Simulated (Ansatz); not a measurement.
**C2H5GaO (SMILES [GaH2][CH]1CO1): density, localisation and related maps**

Input file:

```
crystal:
  periodic: [false, false, false]
  atoms:
    - { symbol: Ga, position_ang: [-0.69551, 1.0815, -0.7766] }
    - { symbol: C, position_ang: [0.89621, 0.16303, -0.0327] }
    - { symbol: C, position_ang: [0.27694, -0.78773, 0.88668] }
    - { symbol: O, position_ang: [-0.07228, -0.88566, -0.46765] }
    - { symbol: H, position_ang: [-0.7783, 1.34999, -2.29607] }
    - { symbol: H, position_ang: [-1.86145, 1.25832, 0.22926] }
    - { symbol: H, position_ang: [1.90605, -0.10058, -0.35084] }
    - { symbol: H, position_ang: [-0.51672, -0.44272, 1.55206] }
    - { symbol: H, position_ang: [0.84505, -1.63614, 1.25586] }
basis:
  gaussian: { orbitals: def2-SVP }
hamiltonian:
  xc: revpbe
  dispersion: d4
relax:
  f_tol: 0.02
  max_steps: 40
output:
  orbitals: {}
```

Launched as:

```sh
ansatz run input.yaml --threads 2 --pin off --max-ram 3072MiB --backend cpu --events-out ev --progress --plain --runs-dir out
```

The fields are those of the relaxed geometry.

All numbers below come from Ansatz 0.2.0, RKS revPBE-D4/def2-SVP.

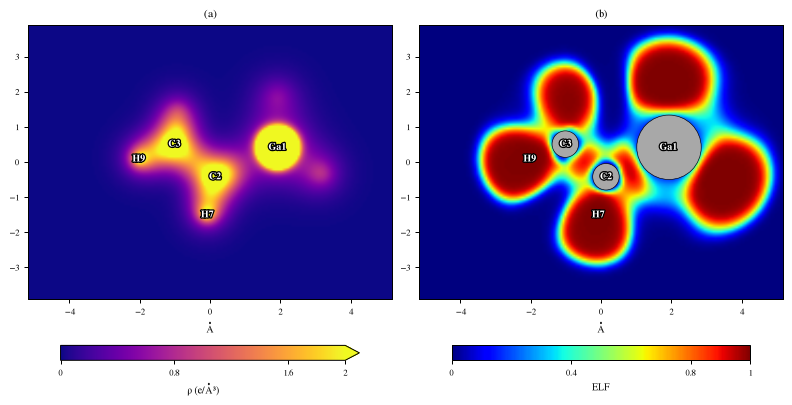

Figure 1. (a) total electron density; (b) electron localisation function on the plane of atoms C3, C2 and H7. Grey discs cover the atomic cores in the ELF map.

**Interpret the plot.**

- Atoms in the plane: Ga, C and H.
- C–C (1.48 Å): ρ is about 1.6 e/Å³ halfway; the ELF peaks at about 0.90 between the atoms (a shared electron pair).
- C–Ga (1.98 Å): the density is about 0.76 e/Å³ at the midpoint; the ELF peaks at about 0.95 in the valence shell of C, 0.7 Å from its nucleus, and is about 0.55 at the midpoint.
- C–H (1.11 Å): ρ at the midpoint is about 1.9 e/Å³; the ELF climbs to about 1 towards the hydrogen, as it does in any bond to H: a covalent bond by its length.

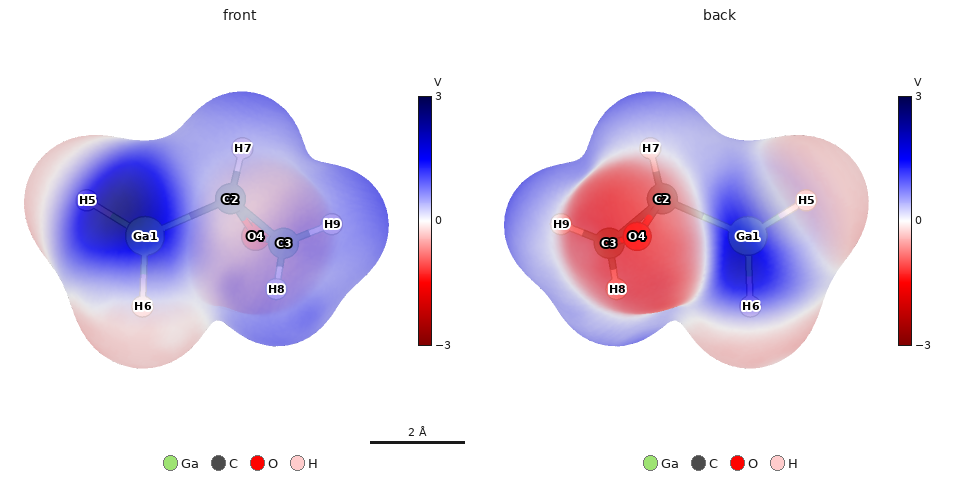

Figure 2. The molecular electrostatic potential painted on the density surface at 0.002 e/bohr³, seen from the front and from behind; the colour scale runs from red (negative) to blue (positive).

**Which sites attract a positive test charge, and which a negative one?**

A positive charge is drawn to the negative regions and a negative charge to the positive ones. The most negative region (about −1.3 V) lies over O4, the most positive (about +2.5 V) over Ga1. O4 is the likeliest acceptor of a hydrogen bond.

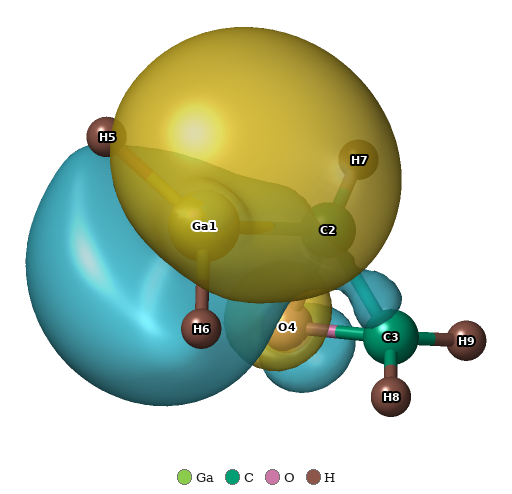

Figure 3. One frontier orbital at ±0.08 Å⁻³ᐟ² (yellow and cyan are the two phases), seen at an oblique angle.

**Which orbital is it: HOMO or LUMO?**

The LUMO, at −2.11 eV. By Hirshfeld shares it lies mainly on Ga1 (about 75 %), O4 (about 10 %) and C2 (about 5 %).
